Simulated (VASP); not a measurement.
Band structure of RuB (relaxed from the rock salt structure, space group Fm-3m). All values below come from LDA (Ceperley-Alder, Perdew-Zunger), VASP's LDA PAW potentials (set 64) (plane waves; VASP).

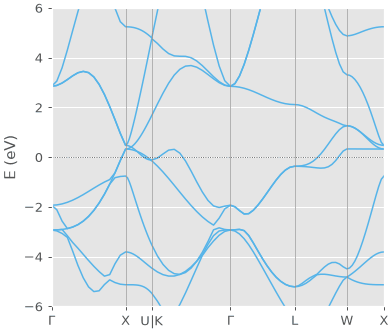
Bands along high-symmetry lines, zero at the valence-band maximum or, without a gap, the Fermi level

### Question
Read the plot: is there a gap, and where are the band edges?

### Answer
It has no gap at this level: it comes out as a metal or semimetal. (Edges off the drawn lines would not show.)

The structure was generated: RuB was put into the rock salt type (Fm-3m), which need not be its known phase. It was relaxed first, which changed the volume by -35 %. The electron count is odd and the run is not spin-polarised, which forces a metal.
